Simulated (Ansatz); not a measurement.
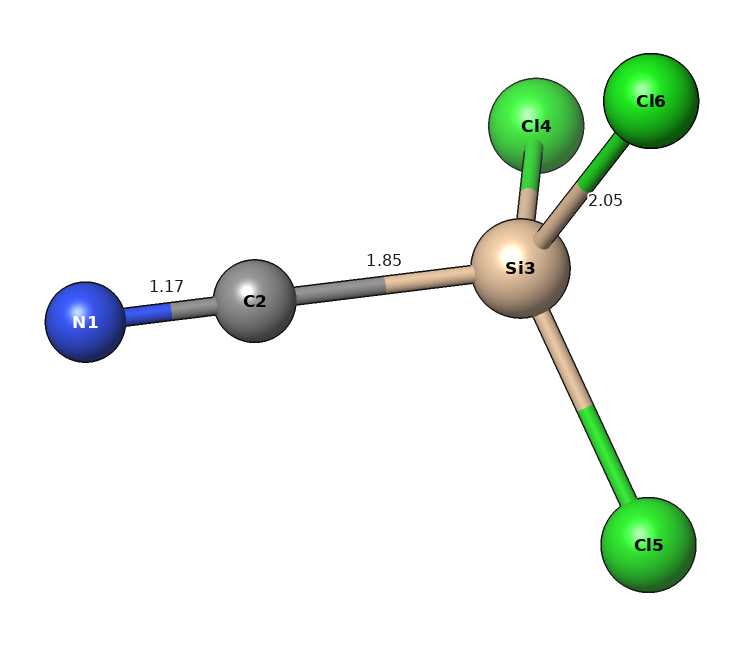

Bond lengths are marked in Å; every bond is drawn as one stick. Computed geometry: PBE-D4/def2-SVP optimisation. No frequency run is at hand to confirm it as a minimum.

Which of the marked bonds are single, double, triple or aromatic?

Answer. N1–C2 triple; C2–Si3 single; Si3–Cl6 single.

Write the SMILES.

Answer. N#C[Si](Cl)(Cl)Cl
